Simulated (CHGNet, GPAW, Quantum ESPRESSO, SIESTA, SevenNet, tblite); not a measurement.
# tblite on random packing of S (91 atoms): settings against a plane-wave reference

Aim: run random packing of S (91 atoms) in tblite and see how near its forces come to a plane-wave reference, and at what cost.

Calculated with tblite 0.8.0; the method is named at each step.

## Step 1: Starting point

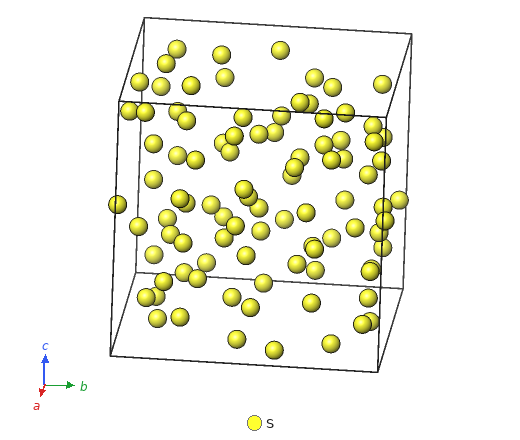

The starting structure, seen slightly off an axis (sulfur yellow). Bonds to atoms that aren't drawn are left out. Some periodic images of atoms are drawn too.

The cell holds 91 atoms: 91 S. Its edges and angles: a = 13.938 Å, b = 13.938 Å, c = 13.938 Å, α = 90.0°, β = 90.0°, γ = 90.0°. 91 atoms (91 S) packed at random in a cube at 1.79 g/cm³ and pushed apart as soft spheres; a start for melting by ab initio MD, not an equilibrated structure. Then every atom was moved at random, 0.05 Å r.m.s. a Cartesian component.

The yardstick, on the same geometry:

```
method                 : Kohn-Sham DFT, PBE, SSSP efficiency 1.3.0 pseudopotentials, plane waves (Quantum ESPRESSO 7.5); sssp-pbe-1.3.0-efficiency, cutoffs 45/360 Ry, Γ point
r.m.s. force component : 0.9532 eV/Å
longest force          : 3.225 eV/Å
pressure               : -9.732 GPa
time                   : 21 min on 4 MPI ranks of Arm Neoverse V1, shared host
CPU time               : 85 min
```

## Step 2: GFN2-xTB

Method: GFN2-xTB tight binding, diagonalisation.

Contents of run.py:

```python
import numpy as np
from ase.io import read
from tblite.ase import TBLite

atoms = read("structure.xyz")
atoms.calc = TBLite(method="GFN2-xTB", electronic_temperature=580, accuracy=1.0, max_iterations=250, mixer_damping=0.4, verbosity=1)
energy = atoms.get_potential_energy()
forces = atoms.get_forces()
print(f"energy {energy:.6f} eV")
print("forces (eV/A)")
for i, (a, f) in enumerate(zip(atoms, forces)):
    print(f"{i:4d} {a.symbol:2s} {f[0]:10.5f} {f[1]:10.5f} {f[2]:10.5f}")
stress = -atoms.get_stress(voigt=False) * 160.21766
print("stress (GPa, compression positive)")
for row in stress:
    print(" ".join(f"{x:10.4f}" for x in row))
print("charges (e)")
print(np.array2string(atoms.get_charges(), precision=4, suppress_small=True, max_line_width=110, threshold=100000))
```

Contents of structure.xyz:

```xyz
91
Lattice="13.93850 0.00000 0.00000 0.00000 13.93850 0.00000 0.00000 0.00000 13.93850" Properties=species:S:1:pos:R:3 pbc="T T T"
S 1.31161 2.08046 6.95406
S 1.83249 7.13665 8.71296
S 13.08853 13.30026 5.19627
S 0.40129 10.16814 2.65863
S 4.16259 1.11675 6.52210
S 4.12998 2.24772 10.30641
S 8.28783 5.23990 4.94190
S 11.97206 3.39570 1.69966
S 10.80875 8.98936 9.85689
S 13.26360 13.29315 12.34700
S 4.65448 11.00807 8.43614
S 7.27645 1.82985 13.92359
S 9.35496 6.52085 7.62283
S 2.42516 7.33555 13.40912
S 6.37756 6.70093 10.08032
S 1.95306 10.60748 8.54402
S 11.80242 7.02542 2.39896
S 4.81505 12.66536 2.57597
S 5.72022 9.21112 11.68506
S 11.57969 10.17483 2.77446
S 11.48811 3.88131 10.16145
S 12.59762 11.05337 10.98521
S 4.49879 6.81188 4.17570
S 13.89752 10.43562 6.50050
S 11.80647 1.21390 12.70940
S 5.16129 2.95817 1.87124
S 5.80957 9.65715 3.95644
S 8.72188 3.11651 11.35695
S 12.15744 6.12723 6.92632
S 9.52557 9.05375 13.00657
S 7.34991 12.89576 0.54876
S 1.91515 12.97047 2.81098
S 8.03819 5.73291 1.64530
S 5.68677 0.34846 12.30142
S 0.39070 0.95200 1.15717
S 0.83408 4.36456 11.21129
S 3.34301 4.08900 5.04852
S 4.03338 7.65335 10.37303
S 9.84490 12.97786 2.65919
S 5.99091 8.84565 8.80049
S 0.12405 7.65056 3.43445
S 13.70754 3.33228 8.74251
S 4.56820 5.07515 8.41147
S 4.05917 9.68182 2.06722
S 10.31825 13.46250 10.34669
S 12.93367 12.98009 2.23574
S 1.16066 9.05626 11.59739
S 13.48592 8.48492 0.71491
S 10.94897 3.33283 5.41385
S 5.08923 7.09971 1.53756
S 2.64887 1.77744 3.93540
S 3.94906 1.43678 0.07778
S 3.49745 10.21316 11.91951
S 10.75885 11.19150 0.34470
S 8.97625 0.82279 5.50961
S 0.27083 1.00929 10.32355
[... 31 atom lines left out ...]
S 1.95181 13.74908 5.47198
S 12.92252 6.57228 9.20986
S 6.97469 12.51301 8.43014
S 12.71080 5.95801 12.00718
```

Launch:

```bash
> OMP_NUM_THREADS=1 python run.py > output.txt
```

The program printed:

```text
------------------------------------------------------------
  cycle        total energy    energy error   density error
------------------------------------------------------------
      1     -289.7249498815  -2.8984487E+02   2.3285867E-01
      2     -210.1912018056   7.9533748E+01   6.5052129E-01
      3     -167.2622326659   4.2928969E+01   6.3645065E-01
      4     -256.6497420015  -8.9387509E+01   3.9581396E-01
      5     -281.3435408021  -2.4693799E+01   2.8052973E-01
      6     -279.7348632830   1.6086775E+00   2.2901289E-01
      7     -287.4482232260  -7.7133599E+00   1.7308084E-01
      8     -290.8098202509  -3.3615970E+00   1.3113836E-01
      9     -288.8032640583   2.0065562E+00   1.4556918E-01
     10     -287.1319186729   1.6713454E+00   1.6482934E-01
     11     -289.9110116909  -2.7790930E+00   1.5274833E-01
     12     -291.0541472552  -1.1431356E+00   1.1323921E-01
     13     -287.0292072679   4.0249400E+00   1.7357783E-01
     14     -288.8427766181  -1.8135694E+00   1.3265843E-01
     15     -285.5459765027   3.2968001E+00   1.9152589E-01
     16     -291.2236801726  -5.6777037E+00   8.9541382E-02
     17     -290.9164569556   3.0722322E-01   1.1044295E-01
     18     -292.2134152874  -1.2969583E+00   6.1837938E-02
     19     -290.5877397190   1.6256756E+00   1.0044190E-01
     20     -291.7881069172  -1.2003672E+00   9.0727218E-02
     21     -291.7528903066   3.5216611E-02   7.2374926E-02
     22     -292.1200738064  -3.6718350E-01   5.4508607E-02
     23     -292.1628865682  -4.2812762E-02   4.8678109E-02
     24     -292.3725182057  -2.0963164E-01   3.5393543E-02
[...]
54     -292.5462558518  -4.7027640E-08   9.9459674E-05
     55     -292.5462563286  -4.7677827E-07   7.6877243E-05
     56     -292.5462563132   1.5434864E-08   7.1965139E-05
     57     -292.5462567161  -4.0298261E-07   4.2774286E-05
     58     -292.5462569058  -1.8967017E-07   2.4805241E-05
     59     -292.5462569042   1.5733121E-09   2.1331439E-05
     60     -292.5462569133  -9.0561230E-09   2.0478788E-05
     61     -292.5462569282  -1.4905083E-08   1.4461147E-05
------------------------------------------------------------
 total:                                  20.294 sec
energy -7960.589127 eV
forces (eV/A)
   0 S     0.05167    0.71822    0.97874
   1 S    -0.52581   -0.48537   -1.35691
   2 S     1.08900    0.26491    1.15712
   3 S    -2.11645   -1.71819   -0.03663
   4 S    -0.89118   -0.62947   -1.03122
   5 S     0.59665   -0.26453    0.04141
   6 S     1.25969   -0.61961    0.35835
   7 S    -0.61529   -0.71888    0.36651
   8 S     0.49264    1.53767   -3.29763
   9 S    -1.06161    1.33355   -0.90240
  10 S    -0.33016    0.50170    0.16233
  11 S     0.00311   -1.66608    0.22344
  12 S     1.43322   -0.22149   -1.02791
  13 S    -0.92782    1.30631   -1.39851
  14 S    -2.46183    1.50400   -1.22137
  15 S     1.21184    1.73823   -0.67907
  16 S     0.95456    0.42014    1.32106
  17 S    -0.04523    0.11261    1.79037
  18 S    -1.80469    0.50397   -0.52668
  19 S     0.89309    0.93551   -1.32476
  20 S     0.83566    0.28782   -0.22329
  21 S     0.14509    0.23608    1.94157
  22 S     2.41114   -0.20813    0.98290
  23 S     1.49444   -1.85310    0.33216
[...]
83 S    -0.33266   -0.09672   -1.11483
  84 S     1.14093    0.15530    2.05998
  85 S    -0.48773   -2.48503    0.87689
  86 S     0.64757   -1.49415   -1.80508
  87 S     0.53627    1.23488   -1.32916
  88 S    -0.56401   -0.45662   -1.86074
  89 S    -1.01678   -0.09122    1.16518
  90 S     1.12587   -1.79698   -1.39585
stress (GPa, compression positive)
  -10.9269     0.4977    -1.4291
    0.4977   -10.4411    -0.0724
   -1.4291    -0.0724   -12.0966
charges (e)
[-0.0896 -0.0093 -0.0685  0.0755 -0.0584 -0.1166  0.1684 -0.008   0.0272  0.0795  0.0387 -0.0149 -0.0965
 -0.095   0.0432  0.0258  0.0045 -0.0125  0.0137 -0.0393 -0.034  -0.0362  0.0504  0.0212 -0.0754  0.1238
  0.0639 -0.0362  0.0373 -0.038  -0.082  -0.0337 -0.0834  0.1008  0.0104 -0.0157 -0.0123  0.0729 -0.0142
  0.0589  0.005   0.1123 -0.0683 -0.0172 -0.0678 -0.0531 -0.0049  0.0242 -0.075  -0.0026  0.0034 -0.0388
  0.0195  0.0747  0.0457  0.0118 -0.1066  0.0672  0.0286 -0.0091 -0.0376  0.0693  0.052   0.0438 -0.033
 -0.0615  0.0013  0.0046 -0.0283 -0.0612 -0.0587 -0.0237  0.0804 -0.0231 -0.0116 -0.0969 -0.1172  0.1358
  0.0605  0.01    0.0419 -0.1052  0.0329 -0.0839 -0.0569  0.1068  0.0675  0.2019  0.0092 -0.0118 -0.0021]
```

Run time: 21 s. Hardware: 1 thread of Arm Neoverse V1, shared host; peak memory 0.18 GiB.

Banners, paths, timers and routine set-up lines are dropped from the logs unmarked, and long logs keep their key lines alone; longer cuts are marked.

Numbers from this run, and their distance from the reference:

* r.m.s. force component: 1.171 eV/Å
* r.m.s. difference of force components: 282.8 meV/Å
* longest difference of force vectors: 880.3 meV/Å
* force difference over r.m.s. force: 29.67 %
* slope of forces against the reference's: 1.211
* correlation of force components: 0.9855
* pressure: -11.15 GPa
* pressure difference: -1.423 GPa

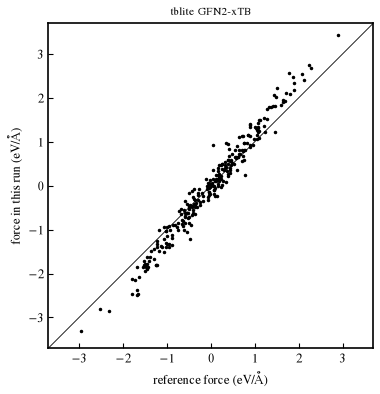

Force components against those of the reference; the line marks equality.

Local excerpt of 11 atoms (numbers count through the whole input) about S83, picked at random; x, y, z are measured from there.

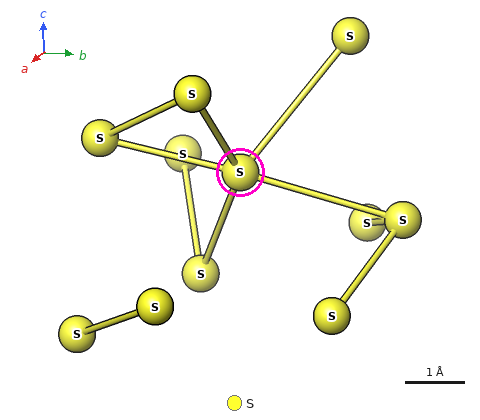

The atoms of the table, within 4.0 Å (arrows a, b, c point along x, y, z); some may hide others; the central atom is ringed.

```
atom      x      y      z  distance (Å)  Mulliken charge (e)     Fx     Fy  Fz (eV/Å)
 S83   0.00   0.00   0.00          0.00                 0.03   0.58  -2.38       0.67
 S30   0.56  -2.34   0.61          2.48                -0.04   0.12   2.56      -0.04
 S54   1.80  -0.20   1.89          2.61                 0.07  -0.40  -1.25       0.41
 S74  -1.10  -1.16  -2.19          2.71                -0.02  -0.80  -0.31       0.59
 S78  -0.86   2.63  -0.91          2.91                 0.14   0.57   0.80      -2.86
 S31  -1.61   1.50   2.09          3.04                -0.08  -0.17   1.36      -0.55
 S45   1.36   2.07  -2.05          3.21                -0.07  -1.81   0.46      -0.44
 S65  -3.12   1.19  -1.69          3.74                -0.03   0.41   0.97      -0.07
 S22   3.64  -0.34  -1.41          3.92                -0.04   0.15   0.24       1.94
  S9   1.85  -2.40  -2.54          3.95                 0.03   0.49   1.54      -3.30
 S19  -3.24  -2.18  -0.71          3.97                 0.01  -1.80   0.50      -0.53
```

Atoms are counted from 1 here, from 0 in the log.

Forces lie 30 % from the reference's, at 0.0041 times its CPU time (on 1 against 4 cores); the SCF took 61 steps, which the time reflects.

## Step 3: GFN1-xTB

Method: GFN1-xTB tight binding, diagonalisation.

run.py: that of step 2 with these lines changed.

```diff
@@ -5,3 +5,3 @@
 atoms = read("structure.xyz")
-atoms.calc = TBLite(method="GFN2-xTB", electronic_temperature=580, accuracy=1.0, max_iterations=250, mixer_damping=0.4, verbosity=1)
+atoms.calc = TBLite(method="GFN1-xTB", electronic_temperature=580, accuracy=1.0, max_iterations=250, mixer_damping=0.4, verbosity=1)
 energy = atoms.get_potential_energy()
```

structure.xyz is that of step 2.

The program printed:

```text
------------------------------------------------------------
  cycle        total energy    energy error   density error
------------------------------------------------------------
      1     -325.3591254303  -3.2491015E+02   3.3082987E-01
      2     -143.2794818593   1.8207964E+02   1.3946332E+00
      3     -211.1528383508  -6.7873356E+01   1.0285633E+00
      4     -284.4772063546  -7.3324368E+01   6.4318021E-01
      5     -322.9561796189  -3.8478973E+01   3.2725805E-01
      6     -324.3938263354  -1.4376467E+00   2.6126825E-01
[...]
34     -330.9346982728  -1.1595320E-06   7.4079351E-05
     35     -330.9346986081  -3.3521110E-07   3.7027800E-05
     36     -330.9346986695  -6.1487185E-08   1.9106954E-05
------------------------------------------------------------
 total:                                  11.658 sec
energy -9005.191834 eV
forces (eV/A)
   0 S     0.17511    1.06721    1.42959
   1 S    -0.91023   -0.96227   -1.98841
   2 S     2.00270    0.51164    1.67817
   3 S    -3.59251   -2.82819   -0.62048
   4 S    -1.58994   -0.91511   -1.90877
   5 S     1.04247   -0.42332    0.10668
[...]
88 S    -0.20035   -0.67866   -1.87192
  89 S    -1.53942   -0.33013    1.64063
  90 S     1.36869   -2.70407   -2.47412
stress (GPa, compression positive)
  -18.5876     0.3897    -1.9842
    0.3897   -17.7036    -0.3778
   -1.9842    -0.3778   -19.9129
charges (e)
[-0.0341  0.0027 -0.0387  0.0453 -0.0271 -0.0724  0.0833  0.0008 -0.0001  0.0498  0.0276 -0.0009 -0.0498
 -0.0657  0.0277  0.012   0.0068 -0.0183  0.0147 -0.017  -0.0298 -0.0134  0.0226 -0.001  -0.047   0.0516
  0.0233 -0.0243  0.012  -0.0161 -0.0419 -0.0075 -0.0392  0.061   0.0105 -0.0081 -0.006   0.0475 -0.0121
  0.0433  0.0119  0.0568 -0.0401 -0.0164 -0.0347 -0.0236 -0.0112  0.0288 -0.0388 -0.0025  0.0028 -0.0236
  0.0061  0.0386  0.0206  0.0102 -0.0491  0.0207  0.0033  0.0042 -0.032   0.0305  0.0334  0.0329  0.0031
 -0.0421  0.0059  0.0016 -0.0173 -0.0292 -0.037  -0.0076  0.0485 -0.0074 -0.0037 -0.0634 -0.0608  0.0839
  0.0373  0.0091  0.0274 -0.0555  0.0184 -0.0469 -0.0318  0.0434  0.028   0.0931  0.0075  0.0002 -0.0052]
```

Run time: 12 s. Hardware: 1 thread; peak memory 0.18 GiB.

Numbers from this run, and their distance from the reference:

```yaml
r_m_s_force_component: 1.711 eV/Å
r_m_s_difference_of_force_components: 814.1 meV/Å
longest_difference_of_force_vectors: 2587 meV/Å
force_difference_over_r_m_s_force: 85.41 %
slope_of_forces_against_the_reference_s: 1.747
correlation_of_force_components: 0.9729
pressure: -18.73 GPa
pressure_difference: -9.003 GPa
```

Against the first run (30 %), the force difference from the reference is 85 %, at 0.59 times the CPU time (36 SCF steps against 61).

## Step 4: The ladder

Differences are against the plane-wave reference, forces as r.m.s. over components; share is that over the reference's r.m.s. force, slope the least-squares factor from reference forces to these. Total energies of different programs have different zeros and aren't compared.

```
            run  Δ force, r.m.s. (meV/Å)  share (%)  slope  Δ pressure (GPa)  cores  CPU time  memory (GiB)
      reference                        -          -      -                 -      4    85 min           9.2
tblite GFN2-xTB                      283       29.7  1.211             -1.42      1      21 s          0.18
tblite GFN1-xTB                      814       85.4  1.747             -9.00      1      12 s          0.18
```

CPU time is summed over cores on a shared host, where runs went side by side, so it is rough. Symmetry, cutoffs, thresholds, outputs and thread counts weren't matched or tuned between programs; memory under MPI is the largest rank's times the ranks.

## Step 5: Results

```json
{
  "nearest in forces": "tblite GFN2-xTB, 30 %",
  "its CPU time": "21 s"
}
```

**Reading.** Tight binding differs by 30 % (tblite GFN2-xTB) to 85 % (tblite GFN1-xTB); it is another model, with fitted parameters of its own, and the xTB methods hold dispersion. Of the electronic-structure runs that take under half the reference's CPU time, tblite GFN2-xTB comes nearest, at 30 % in 21 s against 85 min. Periodic xTB results under one method name differ between programs and library versions. The reference's pressure holds the uncorrected Pulay stress of its 45 Ry basis, so small pressure differences, and their order, may be the reference's own error. The reference's pressure of -9.7 GPa belongs to a cell and atoms that aren't relaxed at this level. The electronic-structure runs sample only Γ, in a cell whose shortest periodic width is 14 Å, which is coarse for a cell with partly filled levels.

[Also dropped from logs without a mark: logging warnings of Python, and SIESTA's first energy breakdown and zero terms.]

[Logs are printed without paths, hosts, clocks, repeated set-up lines and the standing remarks that a program may print on its own settings, such as how far it seeks lower states.]

[Hosts, paths, dates, database ids (printed as entryN), source tags and the programs' standing remarks are cut or masked in the printed files.]
